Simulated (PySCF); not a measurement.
Molecule: C₆H₆O₂S, SMILES COc1ccc(C=O)s1. Atoms near the plane z = 0.0 Å, at the GFN2-xTB optimised geometry (x, y, z in Å): C1 (-2.3, -2.2, 0.0), O2 (-0.9, -2.4, 0.0), C3 (-0.2, -1.3, 0.0), C4 (1.2, -1.3, 0.0), C5 (1.7, 0.0, 0.0), C6 (0.8, 1.0, 0.0), C7 (1.0, 2.4, 0.0), O8 (0.1, 3.2, 0.0), S9 (-0.8, 0.3, 0.0), H10 (-2.7, -1.7, -0.9), H11 (-2.7, -1.7, 0.9), H12 (-2.8, -3.2, 0.0), H13 (1.8, -2.2, 0.0), H14 (2.8, 0.2, 0.0), H15 (2.0, 2.7, 0.0).

Method: PySCF with CAM-B3LYP/def2-TZVP. Cells within 0.4 Å of a nucleus heavier than hydrogen are left out (blank, or x). The values are rescaled to run from 0 to 1.

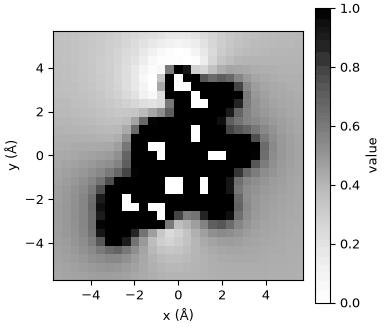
a field on the plane z = 0.0 Å.

### Question
Which quantity is mapped?
A. Laplacian of the electron density
B. deformation density (molecule minus spherical neutral atoms)
C. electrostatic potential
D. electron localisation function

### Answer
C, electrostatic potential. In full: electrostatic potential (hartree/e), clipped to [-0.08, 0.12].
